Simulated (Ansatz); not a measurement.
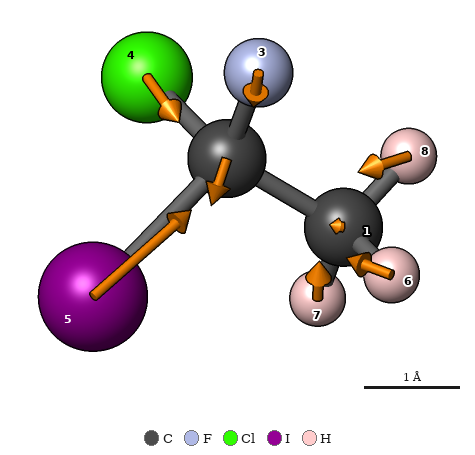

A relaxation of C2H3ClFI. The starting structure is drawn; orange arrows show the displacements, 30 times their true length. The two geometries are superimposed by the best rigid fit.

Style: ball-and-stick. Shown at a tilt.

The start comes from PBE-D4/def2-SVP.

Level of theory: RKS PBE0-D4/def2-TZVP in Ansatz.

The input:
```yaml
crystal:
  periodic: [false, false, false]
  atoms:
    - {symbol: C, position_ang: [-0.278384, -0.401254, 0.697098]}
    - {symbol: C, position_ang: [0.359298, 0.213237, -0.527269]}
    - {symbol: F, position_ang: [1.687958, 0.381650, -0.341271]}
    - {symbol: Cl, position_ang: [0.109182, -0.814913, -1.973888]}
    - {symbol: I, position_ang: [-0.510690, 2.236925, -0.907683]}
    - {symbol: H, position_ang: [-0.093127, 0.246779, 1.575068]}
    - {symbol: H, position_ang: [-1.366226, -0.524777, 0.552420]}
    - {symbol: H, position_ang: [0.184090, -1.394747, 0.869624]}
basis:
  gaussian: {orbitals: def2-TZVP}
hamiltonian: {xc: pbe0, dispersion: d4}
relax: {f_tol: 0.005, max_steps: 150}
```

Question: Atoms of which element are displaced furthest, and by how much?

Answer: Iodine: up to 0.051 Å, against 0.027 Å for chlorine.

Question: Describe the change and its energy.

Answer: I5 moves most after the best rigid fit: 0.051 Å. By element the largest moves are I 0.051 Å, Cl 0.027 Å, H 0.023 Å, C 0.018 Å, F 0.018 Å. Among the contacts that change: C2–I5 2.235 → 2.171 Å, C2–Cl4 1.792 → 1.769 Å, C1–H6 1.107 → 1.090 Å, C1–H7 1.104 → 1.088 Å. After 6 geometry steps the energy has fallen by 4.71 kJ/mol. The largest force component goes from 0.65 to 0.00053 eV/Å. The run took roughly 120 core-seconds on a shared host.
